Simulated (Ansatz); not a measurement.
# PO (Phosphorus monoxide): UMP2/STO-3G

Aim: the electronic atomisation energy of PO (Phosphorus monoxide) at UMP2/STO-3G, from 3 runs. 

Program for the calculation: Ansatz 0.2.0.

48 further runs of the same task are left out: 7 that didn't finish, 41 set aside as unsound or not needed.

### Step 1. The molecule

PO: 2 atoms, total charge 0, spin state doublet. As SMILES, `O=[P]`. The shape is that of a GFN2-xTB optimisation.

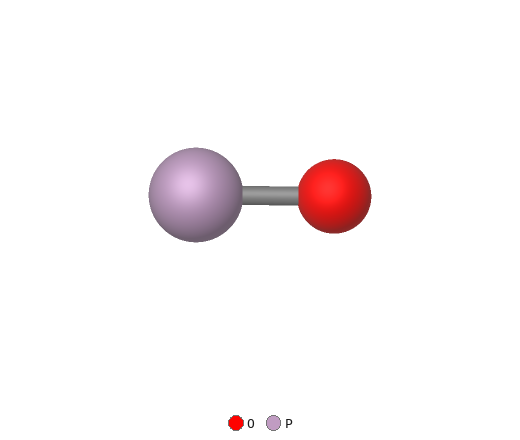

The structure, seen from a chosen angle (oxygen red, phosphorus pink).

### Step 2. The energy at UMP2/STO-3G

Input file run.yaml:

```yaml
crystal:
  periodic: [false, false, false]
  atoms:
    - {symbol: O, position_ang: [0.000000, 0.000000, 0.000000]}
    - {symbol: P, position_ang: [0.000000, 0.000000, 1.455090]}
basis:
  gaussian:
    orbitals: STO-3G
magnetization:
  spin_polarized: true
  initial_magnetization: 1
correlation:
  method: mp2
  frozen_orbitals: {O: 1, P: 5}
accuracy: high
```

Launch:

```
ansatz run run.yaml --threads 1 --pin off --max-ram 2610MiB --events-out events.jsonl --progress --plain --runs-dir runs
```

What it wrote:

```text
Warning: RAYON_NUM_THREADS=1 ignored (pool sized by the plan → 1); use --threads N
Functional definition: HF
  name "HF"
  exchange = exact_x
  correlation = 0
224 factors; integrals over basis functions are off by at most 1.2e-8 eV
mean field evaluation 1: about -11172.7565 eV, gradient 1.7e1 eV
mean field evaluation 2: about -11172.7901 eV, gradient 1.7e1 eV
mean field evaluation 4: about -11175.0202 eV, gradient 1.1e0 eV
mean field evaluation 8: about -11175.0330 eV, gradient 6.6e-2 eV
mean field evaluation 16: about -11175.0883 eV, gradient 1.5e0 eV
mean field evaluation 32: about -11175.4861 eV, gradient 3.5e-2 eV
mean field evaluation 64: about -11174.9574 eV, gradient 7.7e-1 eV
mean field evaluation 96: about -11174.9953 eV, gradient 2.2e0 eV
mean field evaluation 128: about -11174.9562 eV, gradient 2.4e0 eV
mean field evaluation 160: about -11175.1148 eV, gradient 8.2e-1 eV
mean field -11175.48610532 eV, -410.6915393539 hartree, gradient 2.4e-8 eV, S^2 1.262237; 8 other end points of the search recorded, 0 dependent functions left out
6 core orbitals not correlated: weight in the atoms' cores, before any rotation towards them, 1.000 or more for the frozen orbitals, at most 0.000 for the correlated occupied ones
reference -11175.48610532 eV, -410.6915393539 hartree; 6, 5 occupied and 2, 3 virtual orbitals, 224 factors
second order -1.44763435 eV of doubles, -0.00000000 eV of singles
Total energy: -11176.93373966 eV, -410.7447389349 hartree
```

It took 0.32 s on 1 thread of Intel Xeon Platinum 8375C at 2.90GHz (Ice Lake), shared host.

### Step 3. The O atom

Input file job.yaml:

```yaml
crystal:
  periodic: [false, false, false]
  atoms:
    - {symbol: O, position_ang: [0.000000, 0.000000, 0.000000]}
basis:
  gaussian: {orbitals: STO-3G}
magnetization: {spin_polarized: true, initial_magnetization: 2}
correlation: {method: mp2, frozen_orbitals: {O: 1}}
accuracy: high
```

Launch:

```
ansatz run job.yaml --threads 1 --pin off --max-ram 2610MiB --events-out events.jsonl --progress --plain --runs-dir runs
```

What it wrote:

```text
Warning: RAYON_NUM_THREADS=1 ignored (pool sized by the plan → 1); use --threads N
Functional definition: HF
  name "HF"
  exchange = exact_x
  correlation = 0
15 factors; integrals over basis functions are off by at most 1.1e-9 eV
mean field evaluation 1: about -2008.3132 eV, gradient 1.7e-14 eV
mean field evaluation 2: about -2008.3132 eV, gradient 0.0e0 eV
mean field -2008.31323932 eV, -73.8041502613 hartree, gradient 0.0e0 eV, S^2 2.000000; 2 other end points of the search recorded, 0 dependent functions left out
1 core orbitals not correlated: weight in the atoms' cores, before any rotation towards them, 1.000 or more for the frozen orbitals, at most 0.000 for the correlated occupied ones
reference -2008.31323932 eV, -73.8041502613 hartree; 4, 2 occupied and 0, 2 virtual orbitals, 15 factors
second order 0.00000000 eV of doubles, 0.00000000 eV of singles
Total energy: -2008.31323932 eV, -73.8041502613 hartree
```

Wall time 0.04 s (1 thread of Intel Xeon Platinum 8375C at 2.90GHz (Ice Lake), shared host).

### Step 4. The P atom at the same level

Input file input.yaml:

```yaml
crystal:
  periodic: [false, false, false]
  atoms:
    - {symbol: P, position_ang: [0.000000, 0.000000, 0.000000]}
basis:
  gaussian: {orbitals: STO-3G}
magnetization: {spin_polarized: true, initial_magnetization: 3}
correlation: {method: mp2, frozen_orbitals: {P: 5}}
accuracy: high
```

Run the same way, it converges to -336.86877 Eh (log not shown).

### Step 5. Summary of results

At UMP2/STO-3G, 6 core orbitals frozen:

```
                                             quantity          value
                               molecule: total energy  -410.74474 Eh
molecule: correlation energy (6 core orbitals frozen)      -53.2 mEh
          molecule: ⟨S²⟩ of the reference determinant          1.262
                                 O atom: total energy   -73.80415 Eh
   O atom: correlation energy (1 core orbital frozen)        0.0 mEh
            O atom: ⟨S²⟩ of the reference determinant          2.000
                                 P atom: total energy  -336.86877 Eh
  P atom: correlation energy (5 core orbitals frozen)        0.0 mEh
            P atom: ⟨S²⟩ of the reference determinant          3.750
                        electronic atomisation energy       1.954 eV
```

In words: Taking the molecule apart into free atoms costs 1.95 eV (45 kcal/mol), before zero-point energy and without spin-orbit coupling. In a minimal basis such a difference can be off by several eV, whatever the method. ⟨S²⟩ (molecule) is 1.26 where a pure doublet has 0.75: the reference is spin-contaminated.
